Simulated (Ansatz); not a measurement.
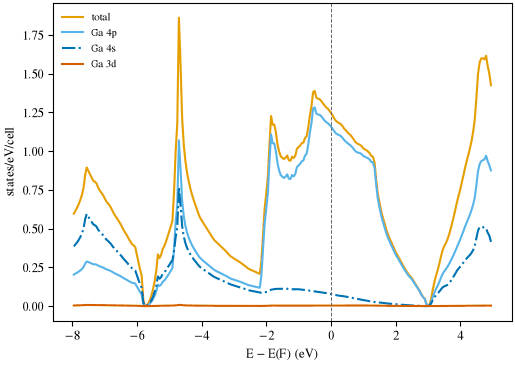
Figure: Total and projected density of states of Ga (diamond, Fd-3m), plane-wave PAW r²SCAN (Ansatz code)

Q: Which orbitals carry the states next to the Fermi level?

A: Within 0.5 eV of the Fermi level: Ga 4p 93 %, Ga 4s 6 %. Projections are on Löwdin-orthogonalised atomic valence shells; empty p or d shells of many metals are not among them.

Q: Where is the tallest occupied peak in this window, and what makes it?

A: Near -4.7 eV, about 1.9 states/eV per cell; the largest projected share is Ga 4p.

The start of the workflow was typed in or built on a structure type; neither database checked (COD, Materials Project) lists it. It is not the phase usual at ambient conditions (space group No. 64). Symmetry was held in the r²SCAN relaxation. At this level the phase is mechanically unstable. The volume moved by -21 % from the start of the relaxation. Spin–orbit coupling is left out wherever it is not named.

Potentials: the earlier of the program's two PAW sets.
